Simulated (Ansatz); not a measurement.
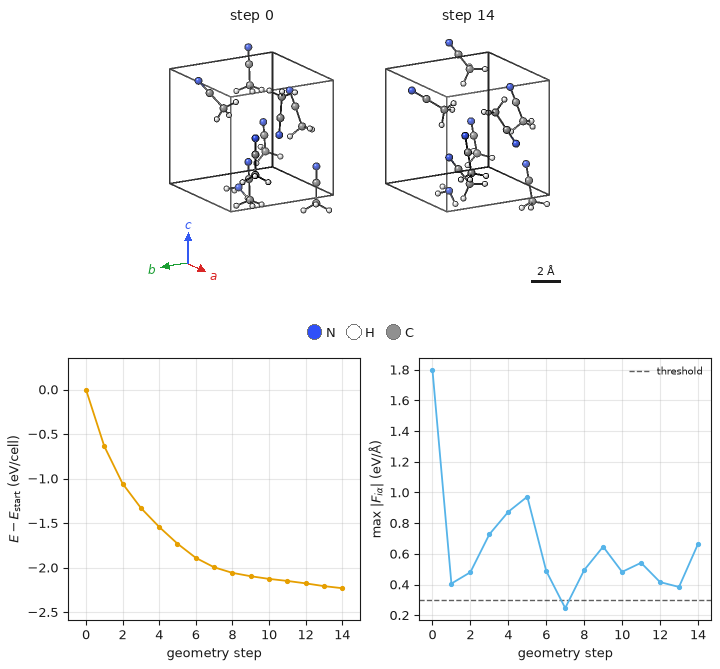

First and last geometry of a relaxation of an amorphous cell of composition H₂₁C₁₂N₇, with the history of the run. The picture is a ball-and-stick view of the cell of the calculation, seen from a free direction.

The cell holds 1 NH3 + 6 CH3CN. The run prepares the start of a later molecular dynamics calculation, from a guessed geometry.

Level of theory: DFT PBE, scalar-relativistic, plane waves, PAW in Ansatz.

Input file:
```yaml
accuracy: low
crystal:
  lattice:
    - [8.247474, 0.0, 0.0]
    - [0.0, 8.247474, 0.0]
    - [0.0, 0.0, 8.247474]
  atoms:
    - { symbol: "N", position: [0.8343952, 0.8252249, 0.1460781] }
    - { symbol: H, position: [0.9182202, 0.9153341, 0.1533577] }
    - { symbol: H, position: [0.8660095, 0.7562243, 0.0489249] }
    - { symbol: H, position: [0.7276262, 0.879473, 0.1168066] }
    - { symbol: C, position: [0.9998688, 0.1673315, -0.0465116] }
    - { symbol: C, position: [0.9996556, 0.1663384, 0.1306069] }
    - { symbol: "N", position: [0.9994836, 0.1655374, 0.2734764] }
    - { symbol: H, position: [1.0009743, 0.2918591, -0.0913346] }
    - { symbol: H, position: [1.1070229, 0.1045399, -0.0922572] }
    - { symbol: H, position: [0.8917736, 0.1063612, -0.0925061] }
    - { symbol: C, position: [0.6077888, 0.5810619, -0.0554294] }
    - { symbol: C, position: [0.5547989, 0.558035, 0.1120036] }
    - { symbol: "N", position: [0.5120555, 0.5394607, 0.2470605] }
    - { symbol: H, position: [0.5998103, 0.7089634, -0.0885201] }
    - { symbol: H, position: [0.7331879, 0.5410935, -0.0693952] }
    - { symbol: H, position: [0.5312249, 0.5108832, -0.1374682] }
    - { symbol: C, position: [0.9364994, 0.6243676, 0.4559974] }
    - { symbol: C, position: [0.80553, 0.5584788, 0.5553839] }
    - { symbol: "N", position: [0.6998859, 0.5053307, 0.6355523] }
    - { symbol: H, position: [0.8867147, 0.6843817, 0.3490523] }
    - { symbol: H, position: [1.0065923, 0.7124384, 0.5256248] }
    - { symbol: H, position: [1.0171721, 0.5270849, 0.4166854] }
    - { symbol: C, position: [0.2846783, 0.6451397, 0.6746315] }
    - { symbol: C, position: [0.228175, 0.7472749, 0.8078523] }
    - { symbol: "N", position: [0.1825977, 0.8296605, 0.9153125] }
    - { symbol: H, position: [0.2148746, 0.670481, 0.5650746] }
    - { symbol: H, position: [0.4125806, 0.6688302, 0.6501937] }
    - { symbol: H, position: [0.2701451, 0.5173589, 0.7059094] }
    - { symbol: C, position: [0.3658631, 0.126751, 0.717951] }
    - { symbol: C, position: [0.4019645, 0.1617798, 0.5481227] }
    - { symbol: "N", position: [0.431085, 0.1900351, 0.4111336] }
    - { symbol: H, position: [0.351594, 0.2395724, 0.785665] }
    - { symbol: H, position: [0.2537996, 0.0569402, 0.7272066] }
    - { symbol: H, position: [0.4643607, 0.0567323, 0.7719239] }
    - { symbol: C, position: [0.7974868, 0.1841382, 0.5756656] }
    - { symbol: C, position: [0.7376253, 0.2160997, 0.739272] }
    - { symbol: "N", position: [0.6893391, 0.2418808, 0.8712423] }
    - { symbol: H, position: [0.9285397, 0.1657677, 0.5779227] }
    - { symbol: H, position: [0.7399895, 0.0755062, 0.5265678] }
    - { symbol: H, position: [0.7700859, 0.2864977, 0.4963613] }
basis:
  ecutwfc: 420.0
kpoints:
  mp_grid: { grid: [1, 1, 1] }
hamiltonian:
  xc: pbe
scf:
  occupations: { method: fermi_dirac, width: 0.02 }
  lower_state_search: "off"
relax:
  f_tol: 0.3
  max_steps: 15
  adjacent_minimum: "off"
```

Command:
```bash
ansatz run input.yaml --threads 1 --pin off --max-ram 3072MiB --backend cpu --events-out ev --progress --plain --runs-dir out
```

Read the history and describe the run.

Answer. The relaxation stopped without meeting its thresholds, so the last structure isn't shown to be converged. It used up its limit of 15 steps. H16 moves most: 1.99 Å roughly along [1 −1 2]. By element the largest moves are H 1.99 Å, N 1.61 Å, C 1.43 Å. The cell stays as it was. Some distances before and after: C11–H14 1.092 → 1.117 Å, C17–H20 1.092 → 1.109 Å, C12–N13 1.178 → 1.162 Å, N1–H3 1.017 → 1.030 Å. The energy falls by 2.230 eV per cell of the calculation in 14 geometry steps. The largest force component goes from 1.8 to 0.66 eV/Å. The forces were under the threshold at step 7, but the run went on from there. The run took 62 s on 1 thread of Intel(R) Xeon(R) Platinum 8488C (Sapphire Rapids), on a shared host, peak memory 0.55 GiB.

```tsv
step	E − E(0), meV/atom	largest force component, eV/Å
0	0.00	1.8006
1	-15.91	0.4063
2	-26.40	0.4801
3	-33.24	0.7271
4	-38.56	0.8742
5	-43.26	0.9726
6	-47.24	0.4885
7	-49.88	0.2467
8	-51.46	0.4941
9	-52.40	0.6469
10	-53.15	0.4825
11	-53.72	0.5417
12	-54.40	0.4159
13	-55.18	0.3842
14	-55.76	0.6639
```

Limits of the set-up: the program's low-accuracy preset was used; the periodic images lie only 8.2 Å apart, so the values are limited by the cell's size.
